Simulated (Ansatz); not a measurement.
# CH₃Ga (singlet): PBE, revPBE, r2SCAN, PBE0, B3LYP, wB97M-V, B2PLYP, RPA-PBE over vertical spin and charge gaps, cc-pVTZ, part 1 of 2

How well do these functionals follow the top wave-function level for CH₃Ga (singlet) over vertical spin and charge gaps?

Program: Ansatz 0.2.0, Gaussian basis. Level of theory: cc-pVTZ, all electrons in the functionals, frozen cores in the correlation of double hybrids and RPA. These are calculated values, not measurements.

The runs, in order: PBE, revPBE, r2SCAN, PBE0, B3LYP, wB97M-V, B2PLYP, RPA-PBE, at charge 0, singlet; charge 0, triplet; charge 1, doublet (not every functional at every point).

3 further runs of the same task are left out: 2 for a known fault of the program, 1 set aside as unsound or not needed.

### 1 The geometry

The geometry is a PBE0/def2-TZVP stationary point (not a proven minimum). No spin-orbit coupling is included. The filled d shell of Ga may be among the frozen orbitals whatever the setting's name suggests; the logs give the count.

5 atoms, charge 0, spin multiplicity 1.

Atoms are counted from 1 here; the program's logs count them from 0.

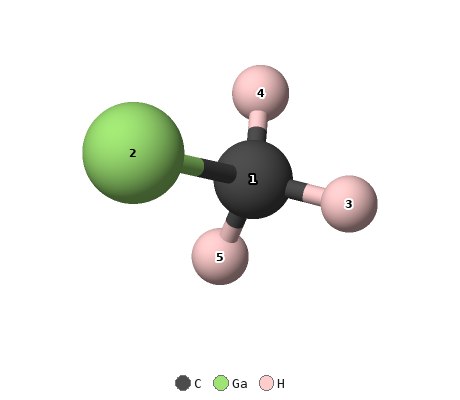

The geometry (carbon dark grey, gallium green, hydrogen pink); atoms are numbered from 1 in the order of the file.

Geometry (Å):

```xyz
5
CH3Ga
C    -1.6598   -0.0175   -0.0004
Ga    0.3752    0.0040    0.0001
H    -2.0688    1.0000    0.0013
H    -2.0529   -0.5340    0.8834
H    -2.0525   -0.5310   -0.8862
```

No dispersion term is added; wB97M-V holds VV10 nonlocal correlation. B3LYP takes the VWN-RPA correlation.

The geometry shown and the zero of energy belong to the point charge 0, singlet. The yardstick, UCCSDT(Q), and other wave-function levels (R restricted, U unrestricted, valence and pair active spaces) come from earlier runs.

### 2 PBE, charge 0, singlet

in.yaml reads:

```yaml
crystal:
  periodic: [false, false, false]
  atoms:
    - {symbol: C, position_ang: [-1.659818, -0.017478, -0.000395]}
    - {symbol: Ga, position_ang: [0.375183, 0.003951, 0.000089]}
    - {symbol: H, position_ang: [-2.068843, 0.999956, 0.001262]}
    - {symbol: H, position_ang: [-2.052900, -0.534005, 0.883440]}
    - {symbol: H, position_ang: [-2.052511, -0.530967, -0.886170]}
basis:
  gaussian: {orbitals: cc-pVTZ}
hamiltonian: {xc: {name: PBE}}
output: {orbitals: {seedname: orbitals}}
```

Launch:

```console
> ansatz run in.yaml --threads 1 --pin off --events-out ev --progress --plain --max-ram 2816MiB --backend cpu
```

The program printed, shortened:

```text
Functional definition: PBE
  name "PBE"
  cite "Perdew, Burke & Ernzerhof, Phys. Rev. Lett. 77, 3865 (1996) doi:10.1103/PhysRevLett.77.3865"
  parent pbe
[...]
707 factors; their error is unknown
[...]
mean field -53455.20074554 eV, -1964.4423941620 hartree, gradient 7.2e-5 eV, S^2 0.000000; 0 other end points of the search recorded, 0 dependent functions left out
reference -53455.20077817 eV, -1964.4423953615 hartree; 20, 20 occupied and 95, 95 virtual orbitals, 707 factors
Total energy: -53455.20077817 eV, -1964.4423953615 hartree
```

Run time: 1.2 s. Hardware: 1 thread of AMD EPYC 7R13, shared host.

### 3 PBE, charge 0, triplet

in.yaml, as its differences from that of step 2:

```diff
@@ -10,2 +10,3 @@
   gaussian: {orbitals: cc-pVTZ}
+magnetization: {spin_polarized: true, initial_magnetization: 2}
 hamiltonian: {xc: {name: PBE}}
```

Launch:

```console
> ansatz run in.yaml --threads 2 --pin off --events-out ev --progress --plain --max-ram 16896MiB --backend cuda --devices 0, --max-vram 18GiB
```

The program printed, shortened:

```text
Functional definition: PBE
  name "PBE"
  cite "Perdew, Burke & Ernzerhof, Phys. Rev. Lett. 77, 3865 (1996) doi:10.1103/PhysRevLett.77.3865"
  parent pbe
[...]
707 factors; their error is unknown
[...]
mean field -53452.99936535 eV, -1964.3614949324 hartree, gradient 1.9e-6 eV, S^2 2.002684; 5 other end points of the search recorded, 0 dependent functions left out
reference -53452.99940094 eV, -1964.3614962402 hartree; 21, 19 occupied and 94, 96 virtual orbitals, 707 factors
Total energy: -53452.99940094 eV, -1964.3614962402 hartree
```

Run time: 6.5 s. Hardware: 1 × H100 (card shared with other runs) with 2 threads of AMD EPYC 7R13, shared host; peak host memory 0.8 GiB.

From the report: ⟨S²⟩ of the determinant 2.003 (pure triplet: 2.00).

From charge 0, singlet: +50.8 kcal/mol.

### 4 PBE, charge 1, doublet

in.yaml, as its differences from that of step 3:

```diff
@@ -10,3 +10,4 @@
   gaussian: {orbitals: cc-pVTZ}
-magnetization: {spin_polarized: true, initial_magnetization: 2}
+total_charge: 1
+magnetization: {spin_polarized: true, initial_magnetization: 1}
 hamiltonian: {xc: {name: PBE}}
```

Launched as before.

The program printed, shortened:

```text
Functional definition: PBE
  name "PBE"
  cite "Perdew, Burke & Ernzerhof, Phys. Rev. Lett. 77, 3865 (1996) doi:10.1103/PhysRevLett.77.3865"
  parent pbe
[...]
707 factors; their error is unknown
[...]
mean field -53447.35594279 eV, -1964.1541029787 hartree, gradient 1.7e-5 eV, S^2 0.754186; 0 other end points of the search recorded, 0 dependent functions left out
reference -53447.35598161 eV, -1964.1541044050 hartree; 20, 19 occupied and 95, 96 virtual orbitals, 707 factors
Total energy: -53447.35598161 eV, -1964.1541044050 hartree
```

Run time: 3.4 s. Hardware: 1 × H100 (card shared with other runs) with 2 threads of AMD EPYC 7R13, shared host; peak host memory 0.79 GiB.

From the report: ⟨S²⟩ of the determinant 0.754 (pure doublet: 0.75).

From charge 0, singlet: +180.9 kcal/mol.

### 5 revPBE, charge 0, singlet

in.yaml, as its differences from that of step 4:

```diff
@@ -10,5 +10,2 @@
   gaussian: {orbitals: cc-pVTZ}
-total_charge: 1
-magnetization: {spin_polarized: true, initial_magnetization: 1}
-hamiltonian: {xc: {name: PBE}}
-output: {orbitals: {seedname: orbitals}}
+hamiltonian: {xc: {name: revPBE}}
```

Launch:

```console
> ansatz run in.yaml --threads 1 --pin off --events-out ev --progress --plain --max-ram 2816MiB --backend cpu
```

The program printed, shortened:

```text
Functional definition: revPBE
  name "revPBE"
  cite "Zhang & Yang, Phys. Rev. Lett. 80, 890 (1998) doi:10.1103/PhysRevLett.80.890"
  cite "Perdew, Burke & Ernzerhof, Phys. Rev. Lett. 77, 3865 (1996) doi:10.1103/PhysRevLett.77.3865"
[...]
707 factors; their error is unknown
[...]
mean field -53460.68522926 eV, -1964.6439452213 hartree, gradient 6.0e-5 eV, S^2 0.000000; 0 other end points of the search recorded, 0 dependent functions left out
reference -53460.68527008 eV, -1964.6439467213 hartree; 20, 20 occupied and 95, 95 virtual orbitals, 707 factors
Total energy: -53460.68527008 eV, -1964.6439467213 hartree
```

Wall time 1.2 s (1 thread of AMD EPYC 7R13, shared host).

### 6 revPBE, charge 0, triplet

in.yaml, as its differences from that of step 5:

```diff
@@ -10,2 +10,3 @@
   gaussian: {orbitals: cc-pVTZ}
+magnetization: {spin_polarized: true, initial_magnetization: 2}
 hamiltonian: {xc: {name: revPBE}}
```

Launch:

```console
> ansatz run in.yaml --threads 2 --pin off --events-out ev --progress --plain --max-ram 16896MiB --backend cuda --devices 0, --max-vram 18GiB
```

The program printed, shortened:

```text
Functional definition: revPBE
  name "revPBE"
  cite "Zhang & Yang, Phys. Rev. Lett. 80, 890 (1998) doi:10.1103/PhysRevLett.80.890"
  cite "Perdew, Burke & Ernzerhof, Phys. Rev. Lett. 77, 3865 (1996) doi:10.1103/PhysRevLett.77.3865"
[...]
707 factors; their error is unknown
[...]
mean field -53458.53561318 eV, -1964.5649482875 hartree, gradient 2.2e-6 eV, S^2 2.003097; 5 other end points of the search recorded, 0 dependent functions left out
reference -53458.53565760 eV, -1964.5649499199 hartree; 21, 19 occupied and 94, 96 virtual orbitals, 707 factors
Total energy: -53458.53565760 eV, -1964.5649499199 hartree
```

It took 6 s on 1 × H100 (card shared with other runs) with 2 threads of AMD EPYC 7R13, shared host; peak host memory 0.8 GiB.

From the report: ⟨S²⟩ of the determinant 2.003 (pure triplet: 2.00).

From charge 0, singlet: +49.6 kcal/mol.

### 7 r2SCAN, charge 0, singlet

in.yaml, as its differences from that of step 6:

```diff
@@ -10,3 +10,3 @@
   gaussian: {orbitals: cc-pVTZ}
-magnetization: {spin_polarized: true, initial_magnetization: 2}
-hamiltonian: {xc: {name: revPBE}}
+hamiltonian: {xc: {name: r2SCAN}}
+output: {forces: true}
```

Launch:

```console
> ansatz run in.yaml --threads 1 --pin off --events-out ev --progress --plain --max-ram 2816MiB --backend cpu
```

The program printed, shortened:

```text
Functional definition: r2SCAN
  name "r2SCAN"
  cite "Furness, Kaplan, Ning, Perdew & Sun, J. Phys. Chem. Lett. 11, 8208 (2020) doi:10.1021/acs.jpclett.0c02405"
  cite "Furness, Kaplan, Ning, Perdew & Sun, J. Phys. Chem. Lett. 11, 9248 (2020) doi:10.1021/acs.jpclett.0c03077"
  parent r2scan
[...]
707 factors; their error is unknown
[...]
Atom 1 at     0.375183     0.003951     0.000089 Å, force    -0.085930    -0.000897    -0.000020 eV/Å
Atom 2 at    -2.068843     0.999956     0.001262 Å, force    -0.004389    -0.024353    -0.000043 eV/Å
Atom 3 at    -2.052900    -0.534005     0.883440 Å, force    -0.004765     0.012165    -0.021056 eV/Å
Atom 4 at    -2.052511    -0.530967    -0.886170 Å, force    -0.004774     0.012093     0.021096 eV/Å
Dipole moment:    -0.115251    -0.001213    -0.000027 e Å
```

Wall time 3.2 s (1 thread of AMD EPYC 7R13, shared host).

### 8 r2SCAN, charge 0, triplet

in.yaml, as its differences from that of step 7:

```diff
@@ -10,3 +10,3 @@
   gaussian: {orbitals: cc-pVTZ}
+magnetization: {spin_polarized: true, initial_magnetization: 2}
 hamiltonian: {xc: {name: r2SCAN}}
-output: {forces: true}
```

Launch:

```console
> ansatz run in.yaml --threads 2 --pin off --events-out ev --progress --plain --max-ram 16896MiB --backend cuda --devices 0, --max-vram 18GiB
```

The program printed, shortened:

```text
Functional definition: r2SCAN
  name "r2SCAN"
  cite "Furness, Kaplan, Ning, Perdew & Sun, J. Phys. Chem. Lett. 11, 8208 (2020) doi:10.1021/acs.jpclett.0c02405"
  cite "Furness, Kaplan, Ning, Perdew & Sun, J. Phys. Chem. Lett. 11, 9248 (2020) doi:10.1021/acs.jpclett.0c03077"
  parent r2scan
[...]
707 factors; their error is unknown
[...]
mean field -53461.55714393 eV, -1964.6759874944 hartree, gradient 2.4e-6 eV, S^2 2.006667; 3 other end points of the search recorded, 0 dependent functions left out
reference -53461.55715784 eV, -1964.6759880056 hartree; 21, 19 occupied and 94, 96 virtual orbitals, 707 factors
Total energy: -53461.55715784 eV, -1964.6759880056 hartree
```

Run time: 7.5 s. Hardware: 1 × H100 (card shared with other runs) with 2 threads of AMD EPYC 7R13, shared host; peak host memory 0.83 GiB.

From the report: ⟨S²⟩ of the determinant 2.007 (pure triplet: 2.00).

From charge 0, singlet: +47.3 kcal/mol.

### 9 r2SCAN, charge 1, doublet

in.yaml, as its differences from that of step 8:

```diff
@@ -10,3 +10,5 @@
   gaussian: {orbitals: cc-pVTZ}
-magnetization: {spin_polarized: true, initial_magnetization: 2}
+total_charge: 1
+magnetization: {spin_polarized: true, initial_magnetization: 1}
 hamiltonian: {xc: {name: r2SCAN}}
+output: {forces: true}
```

The command is unchanged.

The program printed:

```text
Functional definition: r2SCAN
  name "r2SCAN"
  cite "Furness, Kaplan, Ning, Perdew & Sun, J. Phys. Chem. Lett. 11, 8208 (2020) doi:10.1021/acs.jpclett.0c02405"
  cite "Furness, Kaplan, Ning, Perdew & Sun, J. Phys. Chem. Lett. 11, 9248 (2020) doi:10.1021/acs.jpclett.0c03077"
  parent r2scan
  parameter k0 = 0.174
  parameter k1 = 0.065
  parameter a1 = 4.9479
  exchange = r2scan_x(k0 = k0, k1 = k1, a1 = a1)
  correlation = r2scan_c
707 factors; their error is unknown
mean field evaluation 1: about -53434.8040 eV, gradient 6.5e1 eV
mean field evaluation 2: about -53290.9373 eV, gradient 1.1e2 eV
mean field evaluation 4: about -53455.4430 eV, gradient 9.4e0 eV
mean field evaluation 8: about -53455.8025 eV, gradient 9.4e-2 eV
mean field evaluation 16: about -53455.7868 eV, gradient 3.8e-5 eV
mean field -53455.78675527 eV, -1964.4639296225 hartree, gradient 4.0e-5 eV, S^2 0.762157; 0 other end points of the search recorded, 0 dependent functions left out
the calculation of the forces begins
reference -53455.78676955 eV, -1964.4639301475 hartree; 20, 19 occupied and 95, 96 virtual orbitals, 707 factors
Total energy: -53455.78676955 eV, -1964.4639301475 hartree
Atom 0 at    -1.659818    -0.017478    -0.000395 Å, force    -1.442994    -0.015232    -0.000343 eV/Å
Atom 1 at     0.375183     0.003951     0.000089 Å, force    -0.312102    -0.003267    -0.000074 eV/Å
Atom 2 at    -2.068843     0.999956     0.001262 Å, force     0.583798     0.125362     0.000343 eV/Å
Atom 3 at    -2.052900    -0.534005     0.883440 Å, force     0.585626    -0.053608     0.103275 eV/Å
Atom 4 at    -2.052511    -0.530967    -0.886170 Å, force     0.585672    -0.053254    -0.103201 eV/Å
Dipole moment:    -0.092965    -0.000980    -0.000022 e Å
```

Wall time 2.9 s (1 × H100 (card shared with other runs) with 2 threads of AMD EPYC 7R13, shared host); peak host memory 0.82 GiB.

From the report: ⟨S²⟩ of the determinant 0.762 (pure doublet: 0.75).

From charge 0, singlet: +180.3 kcal/mol.

### 10 PBE0, charge 0, singlet

in.yaml, as its differences from that of step 9:

```diff
@@ -10,5 +10,3 @@
   gaussian: {orbitals: cc-pVTZ}
-total_charge: 1
-magnetization: {spin_polarized: true, initial_magnetization: 1}
-hamiltonian: {xc: {name: r2SCAN}}
-output: {forces: true}
+hamiltonian: {xc: {name: PBE0}}
+output: {forces: true, orbitals: {seedname: orbitals}}
```

Launch:

```console
> ansatz run in.yaml --threads 1 --pin off --events-out ev --progress --plain --max-ram 2816MiB --backend cpu
```

The program printed, shortened:

```text
Functional definition: PBE0
  name "PBE0"
  cite "Adamo & Barone, J. Chem. Phys. 110, 6158 (1999) doi:10.1063/1.478522"
  cite "Perdew, Burke & Ernzerhof, Phys. Rev. Lett. 77, 3865 (1996) doi:10.1103/PhysRevLett.77.3865"
  parent pbe
[...]
753 factors; their error is unknown
[...]
mean field -53456.45350932 eV, -1964.4884323819 hartree, gradient 5.1e-5 eV, S^2 0.000000; 0 other end points of the search recorded, 0 dependent functions left out
[...]
Atom 1 at     0.375183     0.003951     0.000089 Å, force    -0.010039    -0.000113    -0.000002 eV/Å
Atom 2 at    -2.068843     0.999956     0.001262 Å, force     0.006003    -0.017641    -0.000029 eV/Å
Atom 3 at    -2.052900    -0.534005     0.883440 Å, force     0.005742     0.008942    -0.015324 eV/Å
Atom 4 at    -2.052511    -0.530967    -0.886170 Å, force     0.005736     0.008890     0.015357 eV/Å
Dipole moment:    -0.109509    -0.001151    -0.000026 e Å
```

Run time: 2.3 s. Hardware: 1 thread of AMD EPYC 7R13, shared host.

### 11 PBE0, charge 0, triplet

in.yaml, as its differences from that of step 10:

```diff
@@ -10,3 +10,4 @@
   gaussian: {orbitals: cc-pVTZ}
+magnetization: {spin_polarized: true, initial_magnetization: 2}
 hamiltonian: {xc: {name: PBE0}}
-output: {forces: true, orbitals: {seedname: orbitals}}
+output: {orbitals: {seedname: orbitals}}
```

Launch:

```console
> ansatz run in.yaml --threads 2 --pin off --events-out ev --progress --plain --max-ram 16896MiB --backend cuda --devices 0, --max-vram 18GiB
```

The program printed, shortened:

```text
Functional definition: PBE0
  name "PBE0"
  cite "Adamo & Barone, J. Chem. Phys. 110, 6158 (1999) doi:10.1063/1.478522"
  cite "Perdew, Burke & Ernzerhof, Phys. Rev. Lett. 77, 3865 (1996) doi:10.1103/PhysRevLett.77.3865"
  parent pbe
[...]
753 factors; their error is unknown
[...]
mean field -53454.32522543 eV, -1964.4102193916 hartree, gradient 1.8e-6 eV, S^2 2.005227; 5 other end points of the search recorded, 0 dependent functions left out
reference -53454.32525198 eV, -1964.4102203674 hartree; 21, 19 occupied and 94, 96 virtual orbitals, 753 factors
Total energy: -53454.32525198 eV, -1964.4102203674 hartree
```

Run time: 6.5 s. Hardware: 1 × H100 (card shared with other runs) with 2 threads of AMD EPYC 7R13, shared host; peak host memory 0.81 GiB.

From the report: ⟨S²⟩ of the determinant 2.005 (pure triplet: 2.00).

From charge 0, singlet: +49.1 kcal/mol.

The fields below are evaluated on a grid from the run's orbitals.

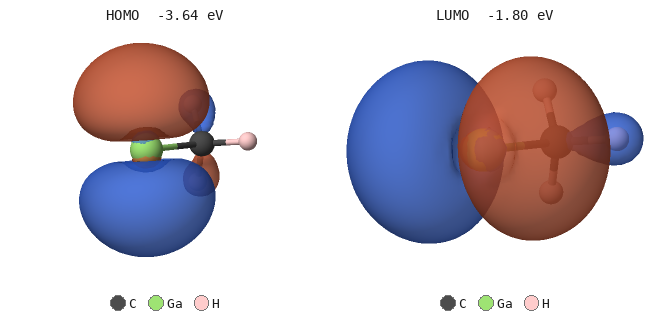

PBE0/cc-pVTZ orbitals (alpha spin) near the gap, drawn at the value that encloses 70 % of each; the two colours are the two signs.

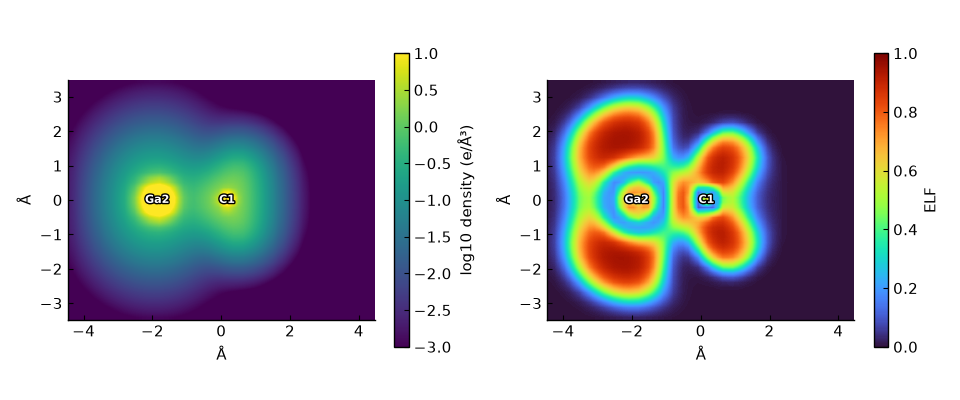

Density (left) and ELF (right) in a plane through or near 2 of the atoms.

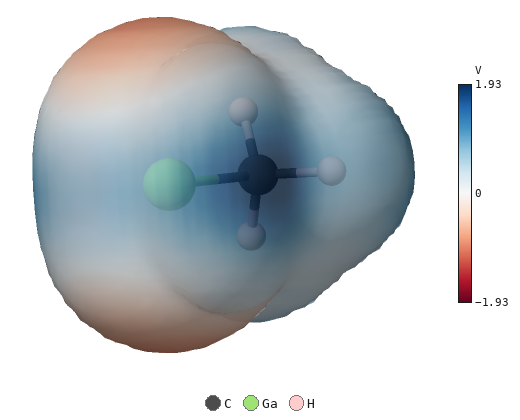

The potential that a unit positive charge feels on the 0.002 e/bohr³ surface, from the 1st to the 99th percentile, from -0.85 to 1.93 V.

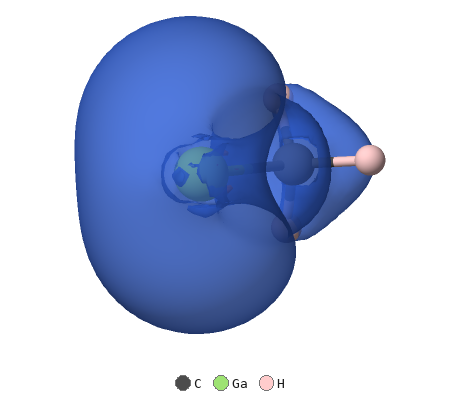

Spin density at ±0.02 e/Å³ (alpha excess blue, beta excess red).

### 12 PBE0, charge 1, doublet

in.yaml, as its differences from that of step 11:

```diff
@@ -10,4 +10,5 @@
   gaussian: {orbitals: cc-pVTZ}
-magnetization: {spin_polarized: true, initial_magnetization: 2}
+total_charge: 1
+magnetization: {spin_polarized: true, initial_magnetization: 1}
 hamiltonian: {xc: {name: PBE0}}
-output: {orbitals: {seedname: orbitals}}
+output: {forces: true, orbitals: {seedname: orbitals}}
```

Launched as before.

The program printed, shortened:

```text
Functional definition: PBE0
  name "PBE0"
  cite "Adamo & Barone, J. Chem. Phys. 110, 6158 (1999) doi:10.1063/1.478522"
  cite "Perdew, Burke & Ernzerhof, Phys. Rev. Lett. 77, 3865 (1996) doi:10.1103/PhysRevLett.77.3865"
  parent pbe
[...]
753 factors; their error is unknown
[...]
mean field -53448.63563571 eV, -1964.2011308260 hartree, gradient 1.6e-5 eV, S^2 0.759171; 0 other end points of the search recorded, 0 dependent functions left out
[...]
Atom 1 at     0.375183     0.003951     0.000089 Å, force    -0.248155    -0.002619    -0.000059 eV/Å
Atom 2 at    -2.068843     0.999956     0.001262 Å, force     0.571264     0.136163     0.000359 eV/Å
Atom 3 at    -2.052900    -0.534005     0.883440 Å, force     0.573309    -0.059226     0.112720 eV/Å
Atom 4 at    -2.052511    -0.530967    -0.886170 Å, force     0.573359    -0.058839    -0.112671 eV/Å
Dipole moment:    -0.079087    -0.000833    -0.000019 e Å
```

It took 4.5 s on 1 × H100 (card shared with other runs) with 2 threads of AMD EPYC 7R13, shared host; peak host memory 0.82 GiB.

From the report: ⟨S²⟩ of the determinant 0.759 (pure doublet: 0.75).

From charge 0, singlet: +180.3 kcal/mol.

The fields below are evaluated on a grid from the run's orbitals.

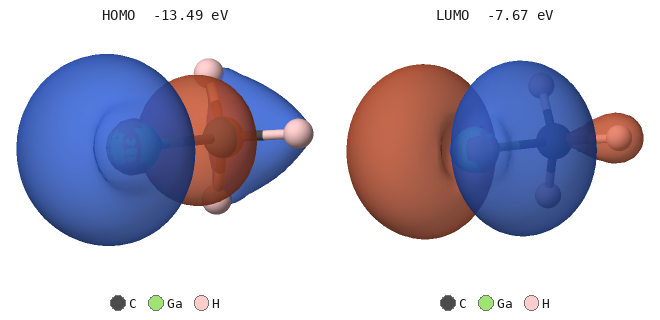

PBE0/cc-pVTZ orbitals (alpha spin) near the gap, drawn at the value that encloses 70 % of each; the two colours are the two signs.

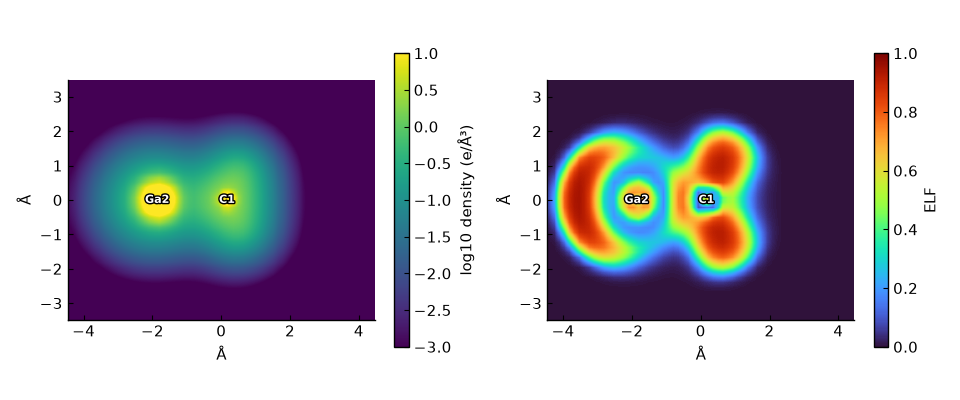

Density (left) and ELF (right) in a plane through or near 2 of the atoms.

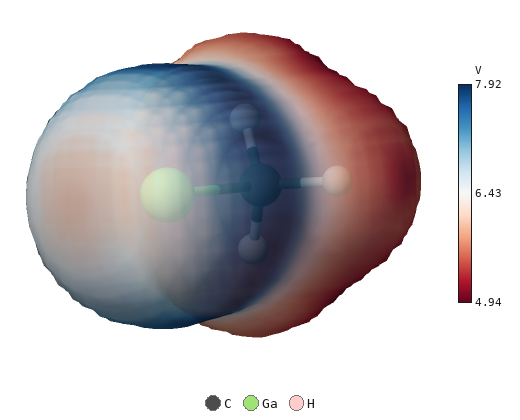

The potential that a unit positive charge feels on the 0.002 e/bohr³ surface, from the 1st to the 99th percentile, from 4.94 to 7.92 V.

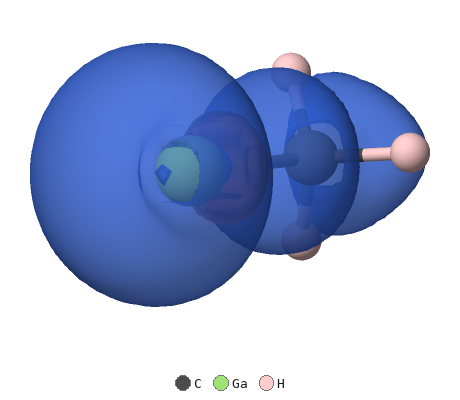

Spin density at ±0.02 e/Å³ (alpha excess blue, beta excess red).

### 13 B3LYP, charge 0, singlet

in.yaml, as its differences from that of step 12:

```diff
@@ -10,5 +10,2 @@
   gaussian: {orbitals: cc-pVTZ}
-total_charge: 1
-magnetization: {spin_polarized: true, initial_magnetization: 1}
-hamiltonian: {xc: {name: PBE0}}
-output: {forces: true, orbitals: {seedname: orbitals}}
+hamiltonian: {xc: {name: B3LYP}}
```

Launch:

```console
> ansatz run in.yaml --threads 1 --pin off --events-out ev --progress --plain --max-ram 2816MiB --backend cpu
```

The program printed, shortened:

```text
Functional definition: B3LYP
  name "B3LYP"
  cite "Stephens, Devlin, Chabalowski & Frisch, J. Phys. Chem. 98, 11623 (1994) doi:10.1021/j100096a001"
  cite "Becke, Phys. Rev. A 38, 3098 (1988) doi:10.1103/PhysRevA.38.3098"
  cite "Lee, Yang & Parr, Phys. Rev. B 37, 785 (1988) doi:10.1103/PhysRevB.37.785"
  cite "Vosko, Wilk & Nusair, Can. J. Phys. 58, 1200 (1980) doi:10.1139/p80-159"
[...]
736 factors; their error is unknown
[...]
mean field -53466.38205173 eV, -1964.8532995855 hartree, gradient 2.2e-5 eV, S^2 0.000000; 0 other end points of the search recorded, 0 dependent functions left out
reference -53466.38225756 eV, -1964.8533071499 hartree; 20, 20 occupied and 95, 95 virtual orbitals, 736 factors
Total energy: -53466.38225756 eV, -1964.8533071499 hartree
```

Wall time 1.6 s (1 thread of AMD EPYC 7R13, shared host).

### 14 B3LYP, charge 0, triplet

in.yaml, as its differences from that of step 13:

```diff
@@ -10,2 +10,3 @@
   gaussian: {orbitals: cc-pVTZ}
+magnetization: {spin_polarized: true, initial_magnetization: 2}
 hamiltonian: {xc: {name: B3LYP}}
```

Launch:

```console
> ansatz run in.yaml --threads 2 --pin off --events-out ev --progress --plain --max-ram 16896MiB --backend cuda --devices 0, --max-vram 18GiB
```

The program printed, shortened:

```text
Functional definition: B3LYP
  name "B3LYP"
  cite "Stephens, Devlin, Chabalowski & Frisch, J. Phys. Chem. 98, 11623 (1994) doi:10.1021/j100096a001"
  cite "Becke, Phys. Rev. A 38, 3098 (1988) doi:10.1103/PhysRevA.38.3098"
  cite "Lee, Yang & Parr, Phys. Rev. B 37, 785 (1988) doi:10.1103/PhysRevB.37.785"
  cite "Vosko, Wilk & Nusair, Can. J. Phys. 58, 1200 (1980) doi:10.1139/p80-159"
[...]
736 factors; their error is unknown
[...]
mean field -53464.07109211 eV, -1964.7683733861 hartree, gradient 1.1e-6 eV, S^2 2.004440; 5 other end points of the search recorded, 0 dependent functions left out
reference -53464.07129009 eV, -1964.7683806616 hartree; 21, 19 occupied and 94, 96 virtual orbitals, 736 factors
Total energy: -53464.07129009 eV, -1964.7683806616 hartree
```

Run time: 6.5 s. Hardware: 1 × H100 (card shared with other runs) with 2 threads of AMD EPYC 7R13, shared host; peak host memory 0.82 GiB.

From the report: ⟨S²⟩ of the determinant 2.004 (pure triplet: 2.00).

From charge 0, singlet: +53.3 kcal/mol.

(Continued in part 2 of 2.)
